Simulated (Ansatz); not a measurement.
# H2O3 (trioxidane) at CCSD/cc-pVTZ

What is the vertical ionisation energy of H2O3 (trioxidane) at CCSD/cc-pVTZ? 

The results are computed with Ansatz 0.2.0.

27 further runs of the same task are left out: 27 set aside as unsound or not needed.

**1. The structure to begin with**

H2O3 has 5 atoms, charge 0, and is taken as a singlet. SMILES: `OOO`. The coordinates come from a PBE0-D4/def2-TZVP relaxation. This is a higher conformer, about 11 kJ/mol above the lowest found by a separate search.

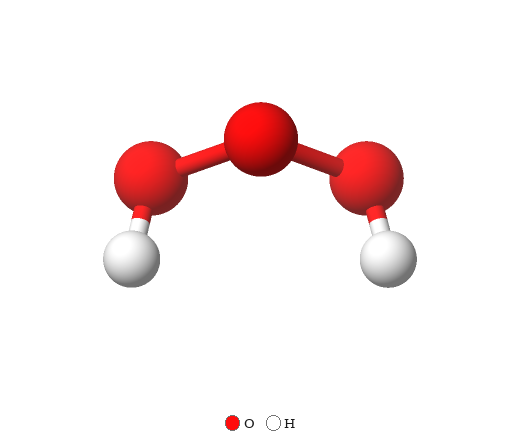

Viewed from a chosen angle; oxygen red, hydrogen white.

**2. A single-point energy at CCSD/cc-pVTZ**

The input, molecule.yaml:

```yaml
crystal:
  periodic: [false, false, false]
  atoms:
    - {symbol: O, position_ang: [-0.968320, -0.699970, -0.146130]}
    - {symbol: O, position_ang: [-0.133650, -0.043580, 0.770240]}
    - {symbol: O, position_ang: [1.173090, -0.066850, 0.261080]}
    - {symbol: H, position_ang: [-1.310410, 0.028200, -0.685190]}
    - {symbol: H, position_ang: [1.239280, 0.782200, -0.199990]}
basis:
  gaussian:
    orbitals: cc-pVTZ
total_charge: 0
correlation:
  method: ccsd
  frozen_orbitals: {H: 0, O: 1}
accuracy: high
scf:
  omitted_lower_state_checks: [cluster_reference, increment]
```

Started as:

```
$ ansatz run molecule.yaml --threads 1 --pin off --max-ram 3480MiB --events-out events.jsonl --progress --plain --runs-dir runs
```

Standard output, shortened:

```text
Warning: RAYON_NUM_THREADS=1 ignored (pool sized by the plan → 1); use --threads N
Functional definition: HF
  name "HF"
[...]
2102 factors; integrals over basis functions are off by at most 3.0e-9 eV
[...]
mean field -6139.72997126 eV, -225.6309147853 hartree, gradient 2.9e-8 eV, S^2 0.000000; 0 other end points of the search recorded, 0 dependent functions left out
3 core orbitals not correlated: weight in the atoms' cores, before any rotation towards them, 1.000 or more for the frozen orbitals, at most 0.000 for the correlated occupied ones
reference -6139.72997126 eV, -225.6309147853 hartree; 10, 10 occupied and 105, 105 virtual orbitals, 2102 factors
second order -19.94745753 eV of doubles, -0.00000000 eV of singles
cycle   1  -19.51532785 eV  change    4.3e-1 eV  update   9.2e-2
[...]
cycle  25  -20.15564275 eV  change  -8.8e-10 eV  update  9.6e-10
Total energy: -6159.88561401 eV, -226.3716209944 hartree
Checks for a lower state left out: cluster_reference, increment
```

Wall time 37 s (1 thread of Arm Neoverse V1, shared host); peak memory 1.1 GiB.

**3. The doublet cation**

molecule.yaml, as its differences from that of step 2:

```diff
@@ -11,3 +11,6 @@
     orbitals: cc-pVTZ
-total_charge: 0
+total_charge: 1
+magnetization:
+  spin_polarized: true
+  initial_magnetization: 1
 correlation:
```

Started as:

```
$ ansatz run molecule.yaml --threads 1 --pin off --max-ram 3480MiB --events-out events.jsonl --progress --plain --runs-dir runs
```

Standard output:

```text
Warning: RAYON_NUM_THREADS=1 ignored (pool sized by the plan → 1); use --threads N
[... 13 lines left out ...]
3 core orbitals not correlated: weight in the atoms' cores, before any rotation towards them, 1.000 or more for the frozen orbitals, at most 0.000 for the correlated occupied ones
[... 42 lines left out ...]
Total energy: -6148.29402837 eV, -225.9456380792 hartree
Checks for a lower state left out: cluster_reference, increment
```

Wall time 3 min (1 thread of Arm Neoverse V1, shared host); peak memory 2.6 GiB.

**4. Results**

Level: CCSD/cc-pVTZ, 3 core orbitals frozen.

| quantity | value |
| --- | --- |
| singlet H2O3: total energy | -226.37162 Eh |
| singlet H2O3: correlation energy (3 core orbitals frozen) | -740.7 mEh |
| singlet H2O3: T1 diagnostic | 0.015 |
| doublet cation: total energy | -225.94564 Eh |
| doublet cation: correlation energy (3 core orbitals frozen) | -701.2 mEh |
| doublet cation: ⟨S²⟩ of the reference determinant | 0.803 |
| doublet cation: T1 diagnostic | 0.042 |
| vertical ionisation energy (to the doublet cation) | 11.592 eV |

In words: Removing an electron at fixed nuclei costs 11.59 eV (1118 kJ/mol).
